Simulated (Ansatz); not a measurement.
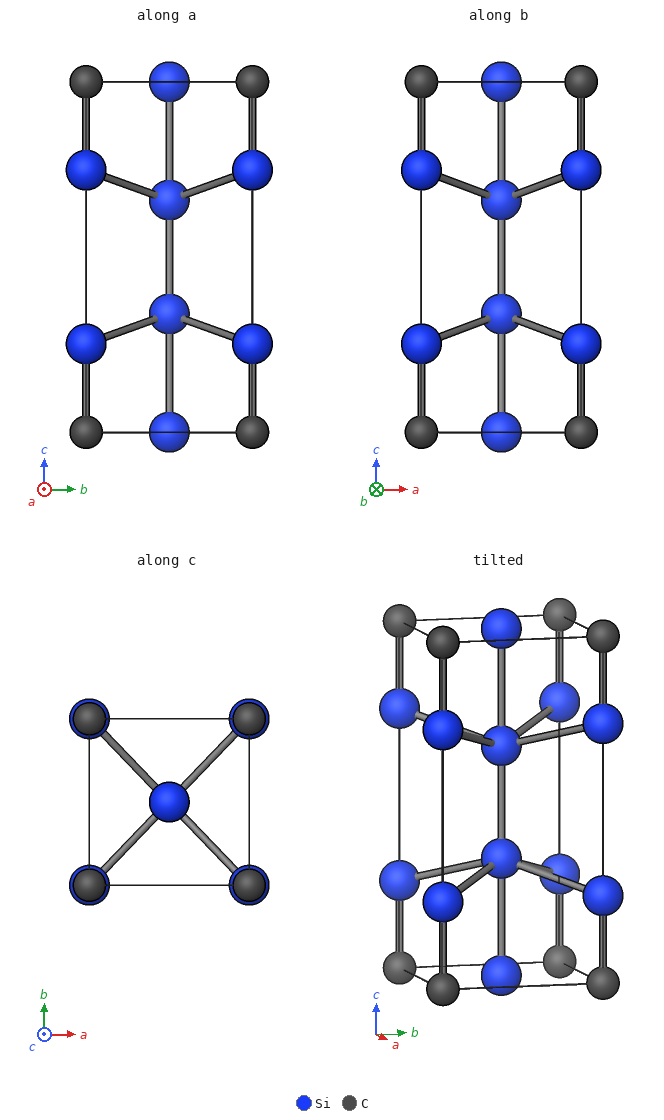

The image is a ball-and-stick drawing of a crystal, viewed along the a axis, along the b axis, along the c axis and slightly off an axis. Thin lines show the conventional unit cell, with boundary atoms drawn in all their periodic places.

Lattice parameters: a = 3.360 Å, b = 3.499 Å, c = 7.369 Å, α = 90.00°, β = 90.00°, γ = 90.00°.

Set out the cell and atoms as a table of Wyckoff sites, with free fractional coordinates to two decimals.

Space group Pmmm (No. 47).
```tsv
atom	site	x	y	z
Si	2t	0.50	0.50	0.34
Si	2q	0.00	0.00	0.25
Si	1f	0.50	0.50	0.00
C	1a	0.00	0.00	0.00
```

The cell started as a structure type filled with these elements by a generator (whether the compound takes this form wasn't checked). Relaxation method: DFT PBE, scalar-relativistic, plane waves, PAW in Ansatz.
